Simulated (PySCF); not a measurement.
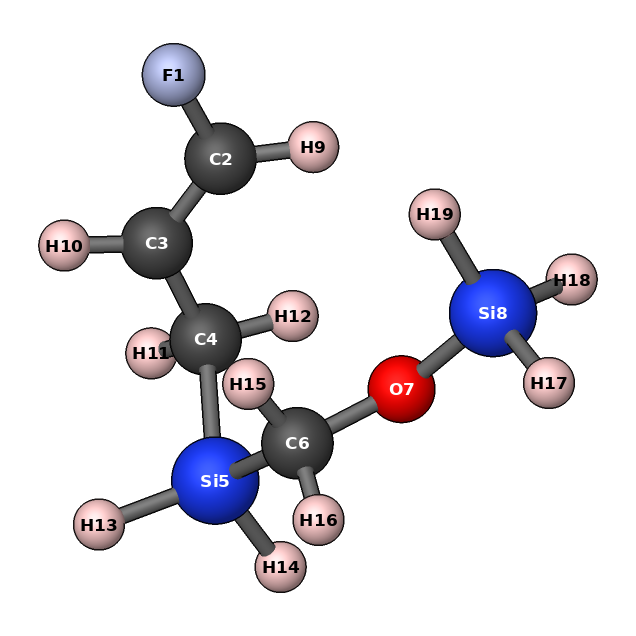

The geometry was computed by an optimisation with GFN2-xTB. No frequency run is at hand to confirm it as a minimum. Level of theory: GIAO PBE0/pcSseg-1 NMR shielding, non-relativistic, gas phase (PySCF 2.14.0). Principal shieldings σ11 ≤ σ22 ≤ σ33, span Ω = σ33 − σ11, skew κ = 3(σiso − σ22)/Ω.

Give the shielding tensors of the O atoms.

```json
{"atom": "O7", "σ11": "307.0", "σ22": "355.2", "σ33": "401.0", "σiso": "354.4", "Ω": "94.1", "κ": "−0.03"}
```

Shieldings and span in ppm.

The geometry is semi-empirical. Around Si such bond lengths and angles can be off by a tenth of an ångström or more and by several degrees, and values that hang on the shape move with them.
